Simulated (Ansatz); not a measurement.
# A ladder of methods for [PO3]− (metaphosphate (po31-) (8ci,9ci))

[PO3]−: 4 atoms, total charge -1, spin state singlet. As SMILES, `O=P(=O)[O-]`. The shape is that of a GFN2-xTB optimisation.

```xyz
4

O     0.5800   -0.4194   -1.2974
P     0.0003    0.0005   -0.0001
O    -1.0570    1.0378    0.0380
O     0.4767   -0.6188    1.2595
```

Quantity: the energy change with the O1–P2 bond stretched from 1.482 to 2.963 Å, in eV. The values are calculated.

```json
{"level": "HF/STO-3G (restricted)", "kind": "Hartree–Fock", "program": "Ansatz", "value (eV)": "3.47", "less FCI/STO-3G": "+0.08"}
{"level": "PBE0/STO-3G (restricted)", "kind": "global hybrid", "program": "Ansatz", "value (eV)": "4.39", "less FCI/STO-3G": "+1.00"}
{"level": "HSE06/STO-3G (restricted)", "kind": "range-separated hybrid", "program": "Ansatz", "value (eV)": "4.37", "less FCI/STO-3G": "+0.98"}
{"level": "wB97X/STO-3G (restricted)", "kind": "range-separated hybrid", "program": "Ansatz", "value (eV)": "4.50", "less FCI/STO-3G": "+1.11"}
{"level": "BCCD(T)/STO-3G (restricted)", "kind": "coupled cluster or CI", "program": "Ansatz", "value (eV)": "3.39", "less FCI/STO-3G": "0.00"}
{"level": "CCSD(T)/STO-3G (restricted)", "kind": "coupled cluster or CI", "program": "Ansatz", "value (eV)": "3.37", "less FCI/STO-3G": "-0.02"}
{"level": "CCSDT(Q)/STO-3G (restricted)", "kind": "coupled cluster or CI", "program": "Ansatz", "value (eV)": "3.39", "less FCI/STO-3G": "0.00"}
{"level": "FCI/STO-3G", "kind": "exact in the basis", "program": "Ansatz", "value (eV)": "3.39", "less FCI/STO-3G": "0.00"}
```

FCI/STO-3G is exact within its basis and frozen core, so for wave-function methods in that basis the difference is their error; functionals converge differently with the basis, so for them it is only a difference. Sets without diffuse functions describe the anion poorly. The first shape isn't each level's own minimum. The values span 3.37 to 4.50 eV. All rows use very small basis sets, so none should be taken for the real molecule's value.

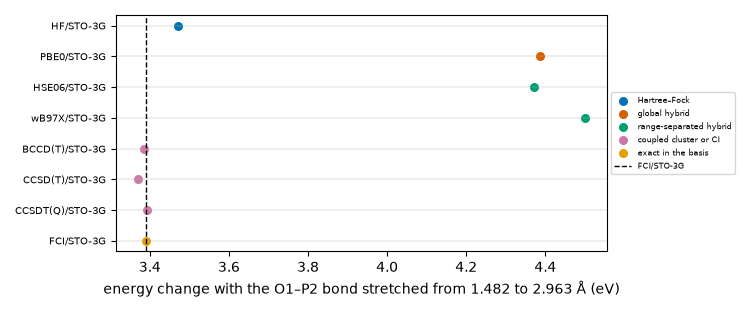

The values of the table, level by level.
